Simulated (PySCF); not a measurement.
C$_{2}$H$_{10}$OSi, SMILES `COC.[SiH4]`.

Method: BP86/6-31+G*; geometry: GFN2-xTB; program: PySCF.

Input script:

```python
import numpy as np
from pyscf import gto, scf, dft
from pyscf.scf import atom_ks, atom_hf
from scipy.linalg import block_diag
from pyscf.dispersion import dftd3

def solve(mol, dm0=None, hcore=None):
    mf = (dft.UKS if mol.spin else dft.RKS)(mol, xc='bp86')
    mf.grids.level = 3
    mf = mf.density_fit(auxbasis='def2-universal-jkfit')
    mf.conv_tol, mf.max_cycle = 1e-8, 80
    if hcore is not None:
        mf.get_hcore = lambda *args: hcore
    mf.kernel(dm0)
    if not mf.converged:
        mf = mf.newton().run(mf.mo_coeff, mf.mo_occ, max_cycle=30)
    assert mf.converged, 'SCF not converged'
    return mf

mol = gto.M(atom='''
C     -1.50185    -1.17198    -0.10053
O     -0.89501     0.00104     0.37456
C     -1.51578     1.16666    -0.10096
H     -2.55411    -1.22431     0.20637
H     -0.95551    -2.00620     0.33360
H     -1.45135    -1.23259    -1.19485
H     -2.56644     1.20943     0.21245
H     -0.97533     2.00775     0.32696
H     -1.47255     1.22399    -1.19563
Si     1.94768     0.00250    -0.02291
H      1.45787    -1.15750    -0.76296
H      3.41069    -0.00178    -0.15624
H      1.63020    -0.07281     1.39529
H      1.47483     1.24264    -0.63185
''', basis='6-31+g*', charge=0, spin=0, verbose=4)
mol_a = gto.M(atom='''
C     -1.50185    -1.17198    -0.10053
O     -0.89501     0.00104     0.37456
C     -1.51578     1.16666    -0.10096
H     -2.55411    -1.22431     0.20637
H     -0.95551    -2.00620     0.33360
H     -1.45135    -1.23259    -1.19485
H     -2.56644     1.20943     0.21245
H     -0.97533     2.00775     0.32696
H     -1.47255     1.22399    -1.19563
ghost-Si     1.94768     0.00250    -0.02291
ghost-H      1.45787    -1.15750    -0.76296
ghost-H      3.41069    -0.00178    -0.15624
ghost-H      1.63020    -0.07281     1.39529
ghost-H      1.47483     1.24264    -0.63185
''', basis='6-31+g*', charge=0, spin=0, verbose=4)
mol_b = gto.M(atom='''
ghost-C     -1.50185    -1.17198    -0.10053
ghost-O     -0.89501     0.00104     0.37456
ghost-C     -1.51578     1.16666    -0.10096
ghost-H     -2.55411    -1.22431     0.20637
ghost-H     -0.95551    -2.00620     0.33360
ghost-H     -1.45135    -1.23259    -1.19485
ghost-H     -2.56644     1.20943     0.21245
ghost-H     -0.97533     2.00775     0.32696
ghost-H     -1.47255     1.22399    -1.19563
Si     1.94768     0.00250    -0.02291
H      1.45787    -1.15750    -0.76296
H      3.41069    -0.00178    -0.15624
H      1.63020    -0.07281     1.39529
H      1.47483     1.24264    -0.63185
''', basis='6-31+g*', charge=0, spin=0, verbose=4)
ab, a, b = solve(mol), solve(mol_a), solve(mol_b)
e_int = ab.e_tot - a.e_tot - b.e_tot
print('counterpoise-corrected interaction energy / kcal/mol', e_int * 627.5095)
def disp(atoms, charge):
    m = gto.M(atom=atoms, charge=charge, basis='sto-3g', spin=None, unit='Bohr', verbose=0)
    return dftd3.DFTD3Dispersion(m, xc='bp86', version='d3bj').get_dispersion()['energy']
e_disp = disp(mol._atom, mol.charge) - disp(mol._atom[:9], mol_a.charge) - disp(mol._atom[9:], mol_b.charge)
print('D3(BJ) part / kcal/mol', e_disp * 627.5095)
# spherically averaged free atoms, for the promolecule
atm = atom_ks.get_atm_nrks(mol, xc='bp86')
pro = block_diag(*[(atm[a[0]][2] * atm[a[0]][3]) @ atm[a[0]][2].T for a in mol._atom])
np.savez('result.npz', e_int=e_int, e_disp=e_disp, dm_a=a.make_rdm1(), dm_b=b.make_rdm1(), c=ab.mo_coeff, occ=ab.mo_occ, eps=ab.mo_energy, pro=pro, d=[f.dip_moment(verbose=0) for f in (ab, a, b)])
```

Command:

```sh
OMP_NUM_THREADS=1 python input.py
```

The run took 32 s on 1 thread of Arm Neoverse V2, on a shared host, peak memory 0.41 GiB.

Partitions, critical points and surface values were worked out afterwards from this run's density.

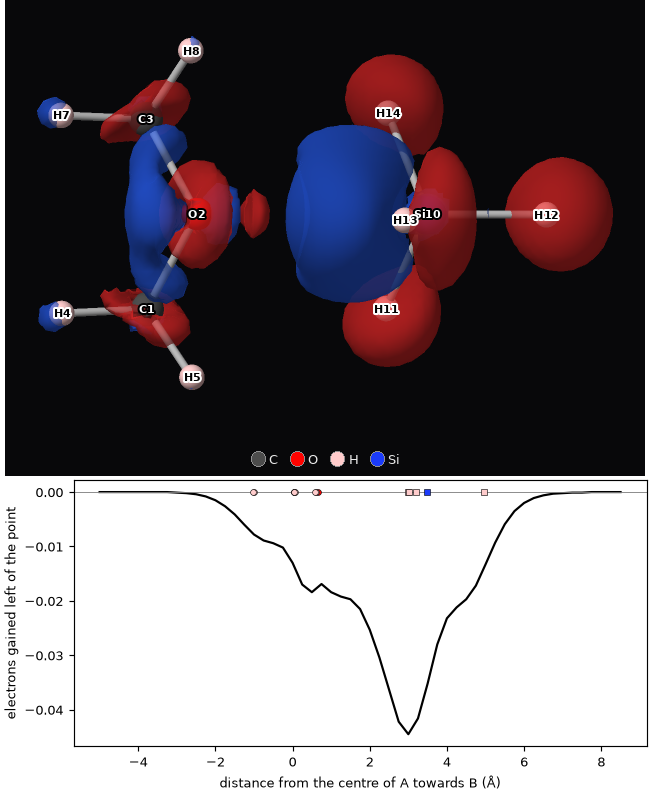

Density of the complex less the densities of the two fragments at the same geometry, ±0.003 e/Å³ (red: gain, blue: loss). Fragment A: H6C2O (atoms 1–9); fragment B: SiH4. Below: the charge-displacement curve along the line of centres (A on the left).

How is the density rearranged on binding?

Hirshfeld charges show 0.023 e passing from A to B. By Hirshfeld charges, electrons gather most on H12 (−0.014 e) and leave Si10 most (+0.004 e); 0.08 e is displaced in all, which induces a dipole of 0.74 D.

What is the interaction energy, and which contacts carry it?

The counterpoise-corrected interaction energy of the frozen fragments is +0.5 kcal/mol without dispersion correction and −2.7 kcal/mol with D3(BJ). The pair geometry is semi-empirical, not a minimum at this level. Contacts: O2···Si10, 2.87 Å, ρ = 0.016 a.u. The pose is a local one from a semi-empirical search, not shown to be the most stable.
